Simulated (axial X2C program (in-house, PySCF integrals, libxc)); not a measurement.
# A two-component session on ZrO⁺: properties at the nuclei

Wanted for ZrO⁺: properties at the nuclei, at the two-component level.

Method: two-component X2C with atomic mean-field terms, Zr dyall-cv3z, O dyall-av3z; program: an in-house X2C program for linear molecules on PySCF integrals.

All values are calculated.

## (1) Input

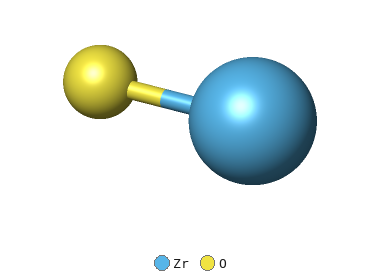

The two atoms at 1.840 Å (zirconium blue, oxygen yellow).

Input file task.json:

```json
{"zs": [40, 8], "q": 1, "bas": ["dyall-cv3z", "dyall-av3z"], "r0": 1.84, "levels": ["PBE0", "HF", "BP86", "TPSSh", "PBE"], "nst": 3}
```

Keys: zs atomic numbers; q charge; bas basis sets; r0 starting distance in Å; levels methods (HF also brings MP2); nst determinants followed.

Started as:

```sh
$ python soeom.py task.json out
```

The runs that follow: Expectation values, lowest determinant; Expectation values, a higher determinant; Expectation values, a higher determinant.

What does the calculation give? Wanted: lowest determinant; Eeff magnitude; Ws magnitude Zr; A∥/gI Zr; qzz Zr; higher determinant (for each run or level that gives them).

**Answer**, as computed:

| quantity | value |
| --- | --- |
| lowest determinant | Ω = 3/2 (excess of +ω over −ω: ω = 3/2) |
| Eeff magnitude (GV/cm), PBE0 | 0.49 |
| Ws magnitude Zr (kHz), PBE0 | 0.146 |
| A∥/gI Zr (MHz), PBE0 | 571 |
| qzz Zr (a.u.), PBE0 | -0.83 |
| higher determinant | Ω = 5/2 (excess of +ω over −ω: ω = 5/2) |
| Eeff magnitude (GV/cm), PBE0, higher determinant | 0.468 |
| Ws magnitude Zr (kHz), PBE0, higher determinant | 0.0855 |
| A∥/gI Zr (MHz), PBE0, higher determinant | 22.2 |
| qzz Zr (a.u.), PBE0, higher determinant | -0.87 |
| higher determinant | Ω = 1/2 (excess of +ω over −ω: ω = 1/2) |
| Eeff magnitude (GV/cm), PBE0, higher determinant | 1.24 |
| Ws magnitude Zr (kHz), PBE0, higher determinant | 1.14 |
| A∥/gI Zr (MHz), PBE0, higher determinant | 5540 |
| qzz Zr (a.u.), PBE0, higher determinant | -3.00 |

In words: In the first state, the effective field runs from 0.409 to 0.92 GV/cm over the mean-field levels, so the levels don't agree on it. The expectation values come from single determinants, which for open shells can mix terms of unlike spin or miss the lowest Ω, so a determinant need not be a state. Eeff is the effective electric field on the electron dipole moment in this Ω state and Ws the scalar–pseudoscalar constant (defined with the proton number Z and per Ω); A∥ is the parallel hyperfine constant, which follows by multiplying with the nuclear g factor gI = μI/(I μN); qzz is the electric field gradient, eQq0 = 234.96 MHz × Q/barn × qzz. The operators were transformed with the bare-nucleus X2C matrices. A second determinant lies within 0.1 eV of the first.
